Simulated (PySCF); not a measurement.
# C₃H₆B (SMILES B[CH]C=C) (doublet): what the fields show

```json
{"atom": "B", "x (Å)": "1.9285", "y (Å)": "0.1181", "z (Å)": "-0.3185"}
{"atom": "C", "x (Å)": "0.5702", "y (Å)": "-0.0238", "z (Å)": "0.3563"}
{"atom": "C", "x (Å)": "-0.6571", "y (Å)": "0.0174", "z (Å)": "-0.3184"}
{"atom": "C", "x (Å)": "-1.8663", "y (Å)": "-0.1118", "z (Å)": "0.2883"}
{"atom": "H", "x (Å)": "2.9098", "y (Å)": "0.0403", "z (Å)": "0.3158"}
{"atom": "H", "x (Å)": "1.9913", "y (Å)": "0.3044", "z (Å)": "-1.4736"}
{"atom": "H", "x (Å)": "0.4920", "y (Å)": "-0.1689", "z (Å)": "1.4294"}
{"atom": "H", "x (Å)": "-0.6293", "y (Å)": "0.1603", "z (Å)": "-1.3919"}
{"atom": "H", "x (Å)": "-1.9407", "y (Å)": "-0.2570", "z (Å)": "1.3537"}
{"atom": "H", "x (Å)": "-2.7896", "y (Å)": "-0.0743", "z (Å)": "-0.2637"}
```

Geometry: GFN2-xTB.

All numbers below come from UKS B3LYP, pcH-1 on B C H, non-relativistic, mean-field spin-orbit, GIAO (PySCF).

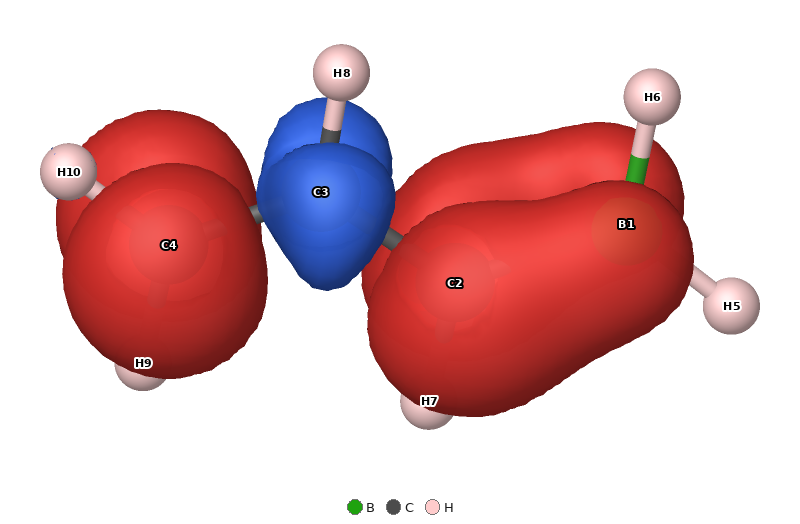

Figure 1. Isosurfaces of the spin density at +0.02 (red) and −0.02 e/Å³ (blue), seen at a tilt.

Where is the unpaired spin?

Answer. The unpaired spin (1 electron) lies mostly on C4 (about 0.4), C2 (about 0.4) and B1 (about 0.2), in electrons by Hirshfeld's partition.

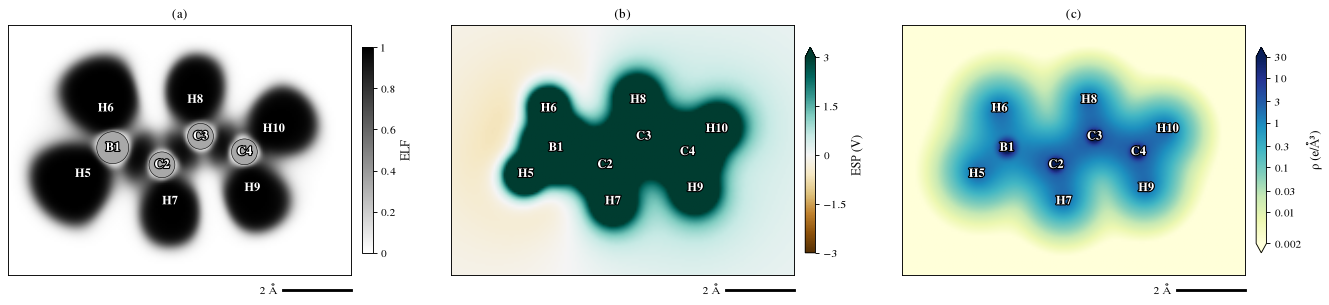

Figure 2. (a) ELF; (b) molecular electrostatic potential; (c) electron density on the molecular plane. Grey discs cover the atomic cores in the ELF map.

Interpret the plot.

Answer. The plane passes through B, C and H nuclei. C–C (1.36 Å): ρ is about 2.2 e/Å³ halfway; the ELF peaks at about 0.95 between the atoms (localised, covalent bonding). C–B (1.52 Å): ρ is about 1.5 e/Å³ halfway; the ELF peaks at about 0.95 between the atoms; localised, covalent bonding. C–H (1.08 Å): ρ at the midpoint is about 2.1 e/Å³; the ELF climbs to about 1 towards the hydrogen, as it does in any bond to H: a covalent bond by its length. C–C (1.40 Å): the density is about 2.1 e/Å³ at the midpoint; the ELF peaks at about 0.95 between the atoms (a covalent bond). B–H (1.17 Å): the density is about 1.3 e/Å³ at the midpoint; the ELF climbs to about 1 towards the hydrogen; a covalent bond by its length. Outside the dense part of the molecule the potential is most negative (−0.7 V) near H5.

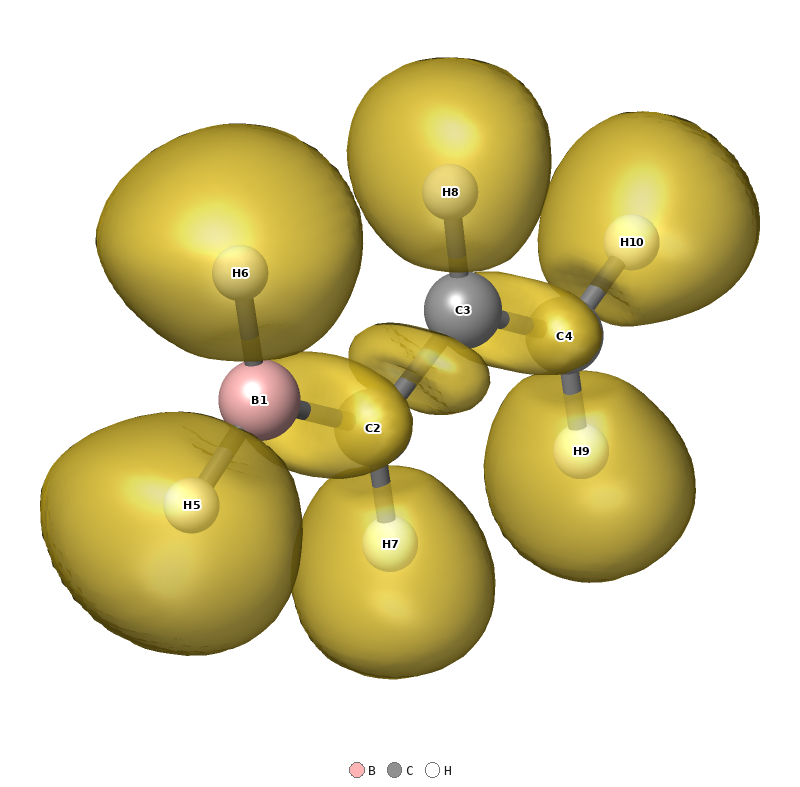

Figure 3. Isosurface of the ELF at 0.8 (yellow), seen at an oblique angle. Core shells and regions of very low density are left out.

Identify the bonds, lone pairs and shells in this picture.

Answer. The surface consists of one region between bonded B–C atoms (shared pairs), two regions between bonded C–C atoms (shared pairs) and six regions around hydrogen nuclei.
